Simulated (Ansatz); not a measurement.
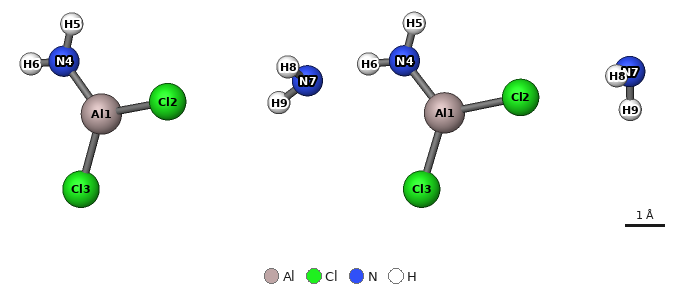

Two geometries of AlN₂H₄Cl₂ (multiplicity 2), drawn at one scale. One is the start of a relaxation, the other its converged end. Style: ball-and-stick. Shown at a tilt.

Computed with UKS PBE0/def2-SVP (Ansatz). Settings: collinear spin; force threshold 0.03 eV/Å; at most 50 steps.

Q: Which one is relaxed?

A: The left one is the relaxed one. The run prepares an end point of a later path (reaction) calculation, from a guessed geometry. The atom that moves furthest after the best rigid fit is N7 (0.52 Å). Largest moves by element: N 0.52 Å, Cl 0.51 Å, H 0.38 Å, Al 0.11 Å. Among the contacts that change: Al1–Cl2 2.187 → 2.100 Å. The energy falls by 2.43 kcal/mol in 15 accepted moves (20 points after the start). Largest force component: 1.4 eV/Å at the start, 0.019 eV/Å at the end. The line search rejected the trial steps at points 2, 6, 9, 15, 19 of the run. The forces were under the threshold at step 8, but the run went on from there. Cost: 47 s on 4 threads of Arm Neoverse V1, with other jobs on the host, peak memory 0.33 GiB.

Limits of the set-up: the start holds two separate molecules, 2.9 Å apart at their closest, whose relative position is a soft coordinate and is computed without a dispersion correction.
